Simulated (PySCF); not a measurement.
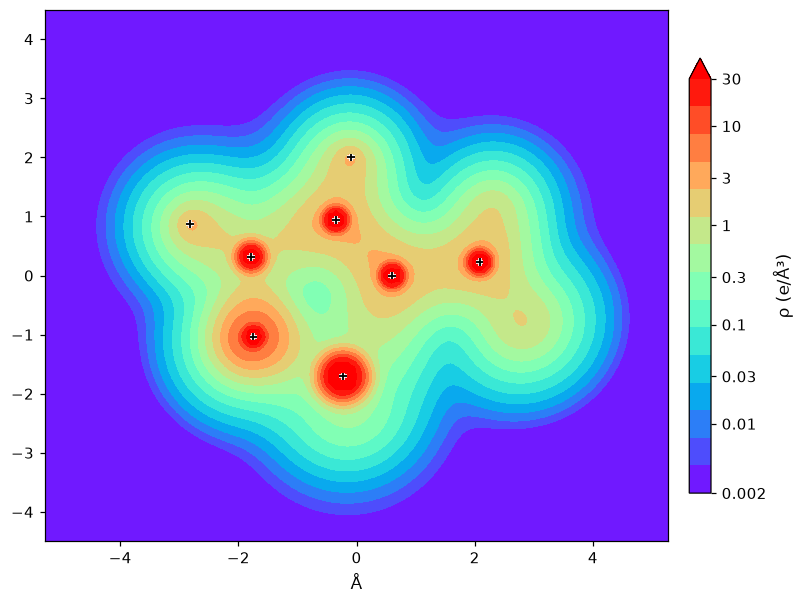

The electron density on a plane through atoms (crosses mark nuclei in the plane).

These are results of PBE0/pcSseg-1, SCF density, gas phase, non-relativistic (PySCF 2.14.0), not measurements.

Candidates:
A. C7H15NSi
B. C6H12O2Si
C. C4H9BO2Si (SMILES COCC1=CBO[SiH2]1)

Which candidate gave the map?

Candidate C: C4H9BO2Si on the plane of atoms C5, C4 and Si8, which holds C, B, O, Si and H. C–C (1.34 Å): ρ at the midpoint is about 2.2 e/Å³. B–O (1.35 Å): ρ at the midpoint is about 2.1 e/Å³.
